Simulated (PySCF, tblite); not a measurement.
# C₅H₈FN− (doublet): geometry, infrared bands and EPR parameters

Aim: predict the infrared bands and EPR parameters of C₅H₈FN− (doublet) (`[CH2][N-]C/C=C\CF`).

Computed with tblite 0.8.0 and PySCF 2.14.0, with density-fitted response routines of our own, on a single molecule in the gas phase. Atoms are numbered from 0 throughout.

**1. Starting geometry**

15 atoms, charge -1, multiplicity 2; geometry from: force field or distance geometry start.

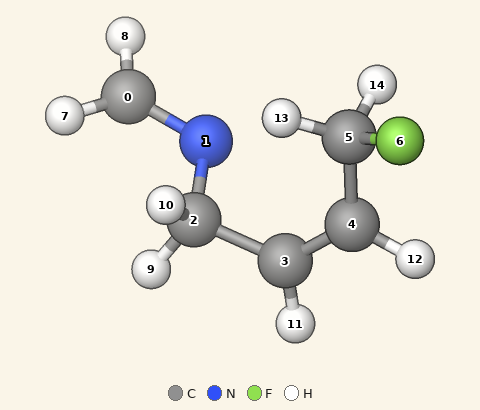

As it starts; carbon grey, nitrogen blue, fluorine green, hydrogen white, atoms numbered; sticks join atoms by distance.

**2. Geometry optimisation with GFN2-xTB**

The job: settings as JSON, then the geometry in Å.

```
{"job": {"kind": "relax", "xc": "GFN2-xTB", "basis": "xTB"}, "charge": -1, "multiplicity": 2}
C      0.876800    -0.666200     2.359300
N      0.248500    -0.860400     1.170100
C      1.075800    -0.438800     0.050300
C      0.245400    -0.624200    -1.206900
C     -0.849300     0.071000    -1.527800
C     -1.453000     1.158700    -0.708500
F     -1.994900     2.109900    -1.532300
H      1.867500    -0.227300     2.473700
H      0.400600    -0.935600     3.302400
H      1.980500    -1.030600    -0.051200
H      1.383500     0.611900     0.102900
H      0.576100    -1.431600    -1.854700
H     -1.377900    -0.171400    -2.440700
H     -0.720200     1.670300    -0.070100
H     -2.263900     0.772300    -0.088400
```

On the command line:

```sh
$ OMP_NUM_THREADS=1 python probes_run.py task.json out
```

One launch serves the whole session: the jobs run in the order shown.

The log of the run:

```text
step      E/eV     max force
  0    -612.15742    2.035
  1    -612.26681    1.110
  2    -612.29250    0.608
  3    -612.30833    0.279
  4    -612.32240    0.328
  5    -612.33187    0.222
  6    -612.33623    0.127
  7    -612.33946    0.144
  8    -612.34325    0.191
  9    -612.34828    0.230
 10    -612.35373    0.212
 11    -612.35914    0.173
 12    -612.36462    0.211
 13    -612.37033    0.226
 14    -612.37539    0.203
 15    -612.37859    0.137
 16    -612.38041    0.096
 17    -612.38192    0.122
 18    -612.38426    0.150
 19    -612.38804    0.214
 20    -612.39315    0.216
 21    -612.39833    0.148
 22    -612.40309    0.154
 23    -612.40853    0.175
 24    -612.41531    0.196
 25    -612.42309    0.222
 26    -612.43102    0.224
 27    -612.43961    0.255
 28    -612.45043    0.256
 29    -612.45672    0.830
 30    -612.47580    0.332
 31    -612.48836    0.257
 32    -612.49948    0.674
 33    -612.50551    0.462
 34    -612.51802    0.268
 35    -612.52972    0.384
 36    -612.54404    0.501
 37    -612.56727    0.330
 38    -612.57212    0.765
 39    -612.60487    0.715
 40    -612.68491    0.625
 41    -612.72422    0.807
 42    -612.73017    1.227
 43    -612.77040    0.465
 44    -612.78468    0.198
 45    -612.79381    0.326
 46    -612.79923    0.236
 47    -612.80809    0.256
 48    -612.81471    0.311
 49    -612.82281    0.246
 50    -612.82704    0.156
 51    -612.83045    0.196
 52    -612.83343    0.216
 53    -612.83744    0.177
 54    -612.84220    0.163
 55    -612.84797    0.173
 56    -612.85426    0.178
 57    -612.85975    0.167
 58    -612.86408    0.152
 59    -612.86852    0.163
 60    -612.87408    0.188
 61    -612.88111    0.226
 62    -612.88891    0.224
 63    -612.89611    0.223
 64    -612.90264    0.182
 65    -612.91003    0.210
 66    -612.91988    0.280
 67    -612.93066    0.307
 68    -612.93703    0.538
 69    -612.94571    0.281
 70    -612.95212    0.181
 71    -612.95678    0.116
 72    -612.96014    0.136
 73    -612.96534    0.153
 74    -612.97046    0.203
 75    -612.97521    0.155
 76    -612.97915    0.165
 77    -612.98260    0.161
 78    -612.98667    0.173
 79    -612.99121    0.157
 80    -612.99488    0.171
 81    -612.99760    0.150
 82    -613.00018    0.135
 83    -613.00332    0.149
 84    -613.00660    0.136
 85    -613.00871    0.121
 86    -613.00947    0.119
 87    -613.01060    0.076
 88    -613.01115    0.054
 89    -613.01188    0.052
 90    -613.01254    0.063
 91    -613.01324    0.073
 92    -613.01388    0.058
 93    -613.01449    0.056
 94    -613.01502    0.047
 95    -613.01553    0.062
 96    -613.01598    0.053
 97    -613.01633    0.044
 98    -613.01659    0.046
 99    -613.01683    0.050
100    -613.01711    0.072
101    -613.01745    0.073
102    -613.01776    0.052
103    -613.01794    0.033
104    -613.01802    0.022
105    -613.01807    0.017
106    -613.01813    0.022
107    -613.01820    0.026
108    -613.01827    0.020
109    -613.01833    0.016
110    -613.01838    0.016
111    -613.01843    0.016
112    -613.01848    0.016
113    -613.01852    0.017
114    -613.01857    0.016
115    -613.01863    0.019
116    -613.01869    0.019
117    -613.01874    0.017
118    -613.01879    0.019
119    -613.01883    0.022
120    -613.01888    0.020
121    -613.01891    0.015
122    -613.01893    0.012
123    -613.01894    0.010
124    -613.01896    0.014
125    -613.01898    0.012
126    -613.01900    0.011
127    -613.01901    0.015
128    -613.01904    0.015
129    -613.01907    0.018
130    -613.01910    0.017
131    -613.01912    0.012
132    -613.01915    0.014
133    -613.01919    0.022
134    -613.01926    0.026
135    -613.01933    0.021
136    -613.01938    0.012
137    -613.01939    0.009
```

Run time: 0.91 s. Hardware: 1 thread of Arm Neoverse V1, shared host; peak memory 0.18 GiB.

Relaxation path: (not every step is listed)

```csv
step,energy from step 0 (eV),largest force (eV/Å)
0,0.0000,2.0352
1,-0.1094,1.1095
2,-0.1351,0.6080
3,-0.1509,0.2794
4,-0.1650,0.3284
5,-0.1744,0.2223
6,-0.1788,0.1267
7,-0.1820,0.1437
8,-0.1858,0.1907
20,-0.2357,0.2159
32,-0.3421,0.6744
44,-0.6273,0.1983
56,-0.6968,0.1776
68,-0.7796,0.5385
80,-0.8375,0.1708
92,-0.8565,0.0578
104,-0.8606,0.0220
116,-0.8613,0.0187
128,-0.8616,0.0150
132,-0.8617,0.0139
133,-0.8618,0.0222
134,-0.8618,0.0263
135,-0.8619,0.0212
136,-0.8620,0.0122
137,-0.8620,0.0087
```

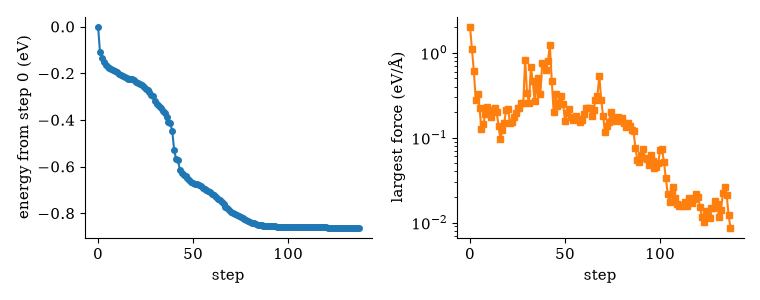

Energy and largest force along the relaxation.

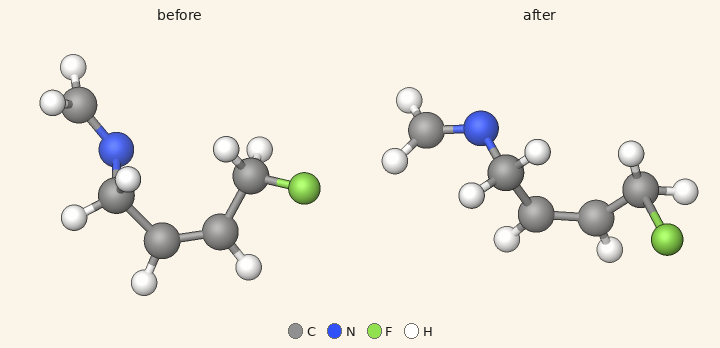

The geometry before (left) and after (right).

Distances of close pairs at the start and the end, largest changes first:

| bond | before (Å) | after (Å) | change (Å) |
| --- | --- | --- | --- |
| C5–F6 | 1.370 | 2.019 | +0.648 |
| C4–C5 | 1.490 | 1.386 | -0.103 |
| C0–N1 | 1.359 | 1.269 | -0.090 |
| C3–C4 | 1.336 | 1.376 | +0.040 |
| C2–C3 | 1.518 | 1.491 | -0.027 |
| C2–H9 | 1.086 | 1.109 | +0.023 |
| C5–H13 | 1.098 | 1.075 | -0.023 |
| N1–C2 | 1.455 | 1.436 | -0.019 |

The next job starts from the end point, and lists it.

**3. Harmonic vibrations with GFN2-xTB**

The job: settings as JSON, then the geometry in Å.

```
{"job": {"kind": "ir", "xc": "GFN2-xTB", "basis": "xTB"}, "charge": -1, "multiplicity": 2}
C      1.416147    -1.283077     2.160154
N      0.613123    -0.429926     1.672722
C      0.899466     0.155428     0.393070
C      0.017847    -0.577759    -0.560451
C     -1.140739    -0.098870    -1.127247
C     -1.659073     1.185159    -1.057422
F     -0.957498     2.299091    -2.587618
H      2.392706    -1.540628     1.725150
H      1.132719    -1.816047     3.058464
H      1.969400     0.052305     0.119756
H      0.635714     1.212696     0.423272
H      0.276066    -1.620993    -0.702970
H     -1.675533    -0.800567    -1.762736
H     -1.270993     1.898718    -0.352925
H     -2.653766     1.372459    -1.423132
```

The log of the run:

```text
mode    cm-1     km/mol
  1      49.9      1.70
  2      61.0      3.90
  3     114.6     16.75
  4     156.5     20.87
  5     261.8    187.71
  6     268.0     31.20
  7     312.7     86.76
  8     427.9      1.28
  9     455.8      1.76
 10     544.1      2.78
 11     657.3     22.32
 12     674.0      8.10
 13     740.5      2.27
 14     839.7     11.99
 15     877.7      1.17
 16     918.4      3.03
 17     934.5      5.28
 18     994.8     24.52
 19    1021.6      0.66
 20    1040.3      8.93
 21    1116.3     15.04
 22    1188.8     13.13
 23    1214.1     22.23
 24    1268.4      4.68
 25    1298.0      5.38
 26    1376.0      1.20
 27    1426.4    110.94
 28    1451.7     22.29
 29    1465.9      7.74
 30    1532.8    107.60
 31    1620.0    435.40
 32    2728.6    131.29
 33    2802.1    268.61
 34    2983.4     74.73
 35    2985.5     22.31
 36    3020.4    154.99
 37    3026.5     97.86
 38    3102.3     43.06
 39    3129.2     67.91
```

It took 0.4 s on 1 thread of Arm Neoverse V1, shared host; peak memory 0.18 GiB.

The strongest bands and the atoms that carry them (share of the mass-weighted mode):

```csv
cm⁻¹,km/mol,atoms
262,187.7,"F6 38 %, C5 23 %, C4 19 %"
1426,110.9,"H7 45 %, H8 42 %, N1 10 %"
1533,107.6,"C4 48 %, C3 25 %"
1620,435.4,"C0 46 %, N1 41 %"
2729,131.3,H9 92 %
2802,268.6,H7 92 %
3020,155.0,H11 82 %
3026,97.9,H8 92 %
```

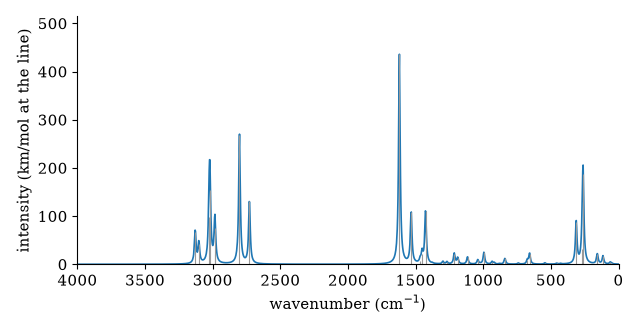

The infrared spectrum from these modes, unscaled. Lines are broadened to a width of 14 cm⁻¹ (Lorentzian).

The optimised geometry no longer has the bonds of the starting formula, so what follows describes that rearranged structure.

**4. EPR parameters: B3LYP/pcH-1**

The job, as its differences from that of step 3:

```diff
@@ -1,2 +1,2 @@
-{"job": {"kind": "ir", "xc": "GFN2-xTB", "basis": "xTB"}, "charge": -1, "multiplicity": 2}
+{"job": {"kind": "epr", "basis": "pcH-1"}, "charge": -1, "multiplicity": 2}
 C      1.416147    -1.283077     2.160154
```

Method: UKS B3LYP, pcH-1 on C F H N, non-relativistic, mean-field spin-orbit, GIAO.

The log of the run:

```text
UKS, coarse grid
  cycle   1  E = -349.67101331  |g| = 6.85e-01
  cycle   2  E = -337.13147667  |g| = 2.78e+00
  cycle   3  E = -349.69152236  |g| = 5.56e-01
  cycle   4  E = -349.82125755  |g| = 3.07e-01
  cycle   5  E = -349.85060492  |g| = 2.30e-01
  cycle   6  E = -349.87485131  |g| = 4.39e-02
  cycle   7  E = -349.87572929  |g| = 2.23e-02
  cycle   8  E = -349.87597186  |g| = 1.22e-02
  cycle   9  E = -349.87607616  |g| = 3.97e-03
  cycle  10  E = -349.87608680  |g| = 3.07e-03
  cycle  11  E = -349.87609193  |g| = 6.27e-04
UKS, final grid
  cycle   1  E = -349.87606594  |g| = 6.45e-04
  cycle   2  E = -349.87606579  |g| = 1.00e-03
  cycle   3  E = -349.87606625  |g| = 1.42e-04
  cycle   4  E = -349.87606627  |g| = 1.50e-04
  cycle   5  E = -349.87606630  |g| = 4.41e-05
  cycle   6  E = -349.87606630  |g| = 2.17e-05
E = -349.87606630 Eh   <S^2> = 0.7605 (exact 0.7500)
g shifts (ppm)      1          2          3
  rmc          -226       -226       -226
  gc             -2         93         95
  oz_so         198       2293       3139
  total         -30       2160       3008
hyperfine (MHz)  atom isotope    a_iso     a_fc   dipolar eigenvalues
    0   13C       8.39       8.39     -9.24     -8.76     18.01
    1   14N      13.27      13.27     -2.93     -0.94      3.87
    2   13C     -13.41     -13.41     -0.85      0.04      0.81
    3   13C      37.02      37.02    -35.23    -33.20     68.43
    4   13C     -22.41     -22.41     -2.91     -0.47      3.38
    5   13C      89.76      89.76    -28.67    -28.03     56.69
    6   19F     507.95     507.95   -408.28   -404.99    813.28
    7    1H      -7.80      -7.80     -3.48     -0.53      4.01
    8    1H      -6.46      -6.46     -4.71     -0.25      4.95
    9    1H      27.38      27.38     -2.86     -1.47      4.33
   10    1H       4.13       4.13     -2.67     -0.88      3.54
   11    1H     -26.91     -26.91    -16.80      0.06     16.74
   12    1H      -0.61      -0.61     -3.34     -1.40      4.74
   13    1H     -17.59     -17.59    -12.59     -2.76     15.35
   14    1H     -14.74     -14.74    -14.52     -3.02     17.54
```

Wall time 73 s (1 thread of Arm Neoverse V1, shared host); peak memory 0.97 GiB.

Principal g values 2.00229, 2.00448, 2.00533; g(iso) = 2.00403, against 2.00232 for a free electron.

Hyperfine couplings, nucleus by nucleus at this fixed geometry (no averaging over rotations):

| nuclei | isotope | a(iso) (MHz) | a(iso) (G, at g = 2.0023) | largest dipolar term (MHz) |
| --- | --- | --- | --- | --- |
| F6 | 19F | 507.9 | 181.2 | 813.3 |
| C5 | 13C | 89.8 | 32.0 | 56.7 |
| C3 | 13C | 37.0 | 13.2 | 68.4 |
| H9 | 1H | 27.4 | 9.8 | 4.3 |
| H11 | 1H | -26.9 | -9.6 | -16.8 |
| C4 | 13C | -22.4 | -8.0 | 3.4 |
| H13 | 1H | -17.6 | -6.3 | 15.4 |
| H14 | 1H | -14.7 | -5.3 | 17.5 |
| C2 | 13C | -13.4 | -4.8 | -0.9 |
| N1 | 14N | 13.3 | 4.7 | 3.9 |
| C0 | 13C | 8.4 | 3.0 | 18.0 |
| H7 | 1H | -7.8 | -2.8 | 4.0 |
| H8 | 1H | -6.5 | -2.3 | 5.0 |
| H10 | 1H | 4.1 | 1.5 | 3.5 |

Mulliken spin populations:

C0 0.12; N1 0.01; C2 -0.03; C3 0.43; C4 -0.03; C5 0.33; F6 0.21; H7 0.00; H8 -0.01; H9 0.01; H10 0.00; H11 -0.02; H12 0.00; H13 -0.01; H14 -0.01

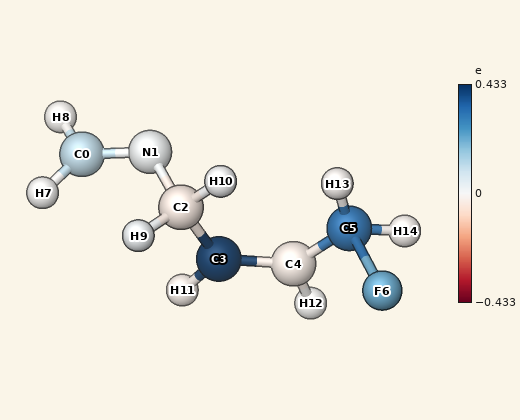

Mulliken spin populations, as colours on the atoms.

Orbitals, density, ELF and potential are computed afterwards from the orbital file.

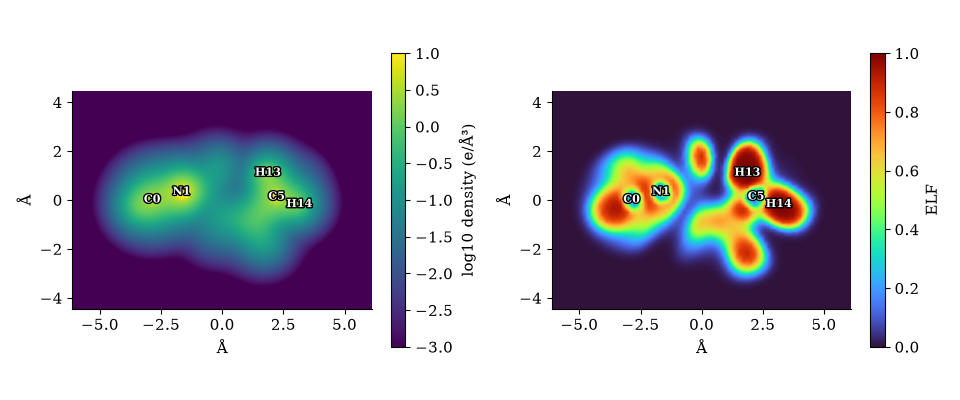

Density (left) and ELF (right) in a plane through or near 5 of the atoms.

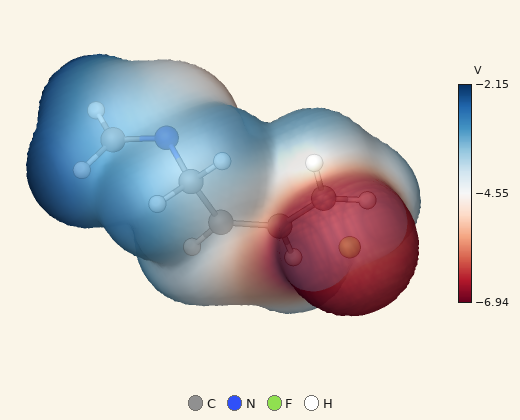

Electrostatic potential on the surface of density 0.002 e/bohr³; red is low, blue high. It runs from -6.94 V near F6 to -2.15 V near H8.

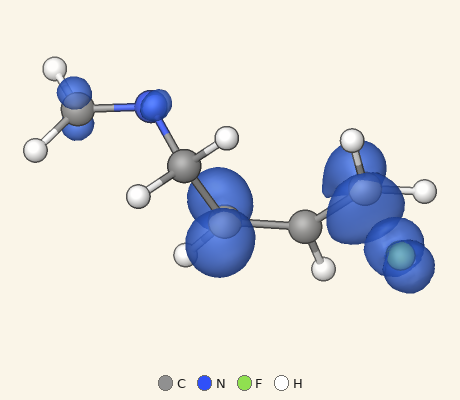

Spin density at ±0.06 e/Å³ (alpha excess blue, beta excess red).

**5. Results**

| quantity | value |
| --- | --- |
| strongest single infrared mode (GFN2-xTB) | 1620 cm⁻¹, 435 km/mol |
| zero-point energy (GFN2-xTB) | 71.6 kcal/mol |
| g(iso) (B3LYP) | 2.00403 |
| ⟨S²⟩ | 0.760 (exact 0.75) |
| largest a(iso) | 19F on F6, 507.9 MHz |

In words: Relaxing lowered the energy by 0.862 eV in 137 steps; the close pair that moved most is C5–F6, from 1.370 to 2.019 Å. No mode is imaginary among the 39: a minimum at this level. The strongest single mode, at 1620 cm⁻¹, moves mainly C0 and N1. GFN2-xTB is a fitted tight-binding method: band positions and strengths are rough. Its intensities can rank the bands wrongly. The structure rearranged or came apart on optimisation; the results belong to the end geometry, not to the formula as drawn. The largest spin populations lie on C3 (0.43 e), C5 (0.33 e). The isotropic g lies 1.7 ppt above the free-electron value.
